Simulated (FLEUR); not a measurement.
Band structure of Cu (Fm-3m, 1 atom in the cell).

```xyz
1
Lattice="0.0000 1.8066 1.8066 1.8066 0.0000 1.8066 1.8066 1.8066 0.0000" Properties=species:S:1:pos:R:3 pbc="T T T"
Cu     0.0000     0.0000     0.0000
```

Level of theory: PBE, all-electron FLAPW (FLEUR), scalar-relativistic valence run with FLEUR.

Settings: Kmax = 3.6 1/bohr; GmaxXC = 14.4 1/bohr; xcFunctional = pbe; jspins = 1; l_soc = F; mode = hist; fermiSmearingEnergy = 0.00499791 Htr; mesh (inpgen div1-3) = 16 16 16; inpgen gamma flag = true; Gmax = 14.4 1/bohr; numbands = 0; maxIterBroyd = 15; imix = Anderson; alpha = 0.05.

The starting cell comes from a database of computed structures (which also holds hypothetical and non-ambient phases and stackings), without a prior relaxation at this level. Its lattice was rescaled by a random factor within 2.5 % of one. Spin polarisation is off. Values depend on the basis (sphere radii, cutoffs, local orbitals), which need not be converged.

These are the values that this program gave, and no reference: the default basis lacks the next d shell.

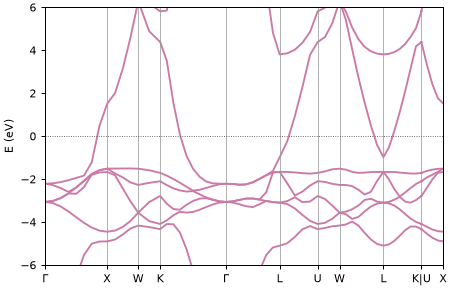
Bands along the path, energies from the Fermi level.

Levels in eV from the Fermi level, bands 2 to 8:
```tsv
point	2	3	4	5	6	7	8
Γ	-3.07	-3.07	-3.07	-2.22	-2.22	22.71	25.34
X	-4.45	-1.67	-1.51	-1.51	1.51	7.28	13.11
W	-3.56	-3.56	-2.27	-1.52	6.28	6.28	8.55
K	-4.09	-2.79	-2.10	-1.71	4.38	5.81	7.98
L	-3.10	-3.10	-1.67	-1.67	-0.98	3.80	21.20
U	-4.09	-2.79	-2.10	-1.71	4.38	5.81	7.98
```
